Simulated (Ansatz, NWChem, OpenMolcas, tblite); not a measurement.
**A ladder of methods for C3H6F2 (1,3-difluoropropane)**

C3H6F2 has 11 atoms, charge 0, and is taken as a singlet. SMILES: `FCCCF`. The coordinates come from a PBE0-D4/def2-TZVP relaxation. This is one conformer, not always the lowest.

Quantity: the vertical energy of the triplet above the singlet, in eV. The values are calculated.

| level | kind | program | value (eV) |
| --- | --- | --- | --- |
| IPEA1-xTB | semi-empirical | tblite | 7.03 |
| HF/cc-pVDZ | Hartree–Fock | Ansatz | 10.36 |
| revPBE/cc-pVDZ | GGA | Ansatz | 8.32 |
| r2SCAN/cc-pVDZ | meta-GGA | Ansatz | 8.73 |
| M06-2X/cc-pVDZ | hybrid meta-GGA | OpenMolcas | 9.77 |
| wB97M-V/cc-pVDZ | range-separated hybrid | Ansatz | 9.73 |
| B2PLYP/cc-pVDZ | double hybrid | NWChem | 9.55 |
| RPA@PBE/cc-pVDZ | RPA | Ansatz | 9.32 |
| MP2/cc-pVDZ | perturbation theory | NWChem | 10.33 |
| CCSD/cc-pVDZ | coupled cluster or CI | Ansatz | 10.35 |

The values span 7.03 to 10.36 eV. A triplet this far above the singlet is often a Rydberg-like or dissociative state; sets without diffuse functions put Rydberg states too high.

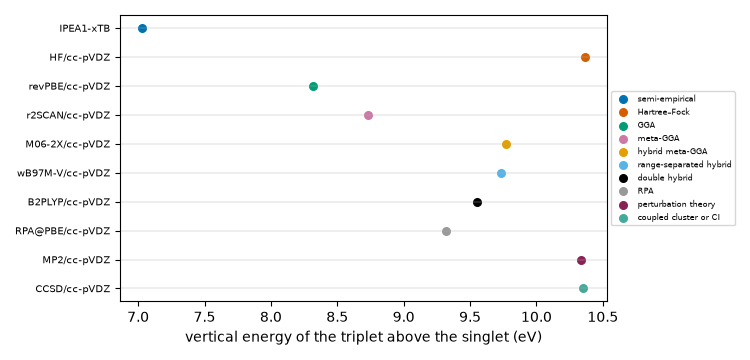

The values of the table, level by level.
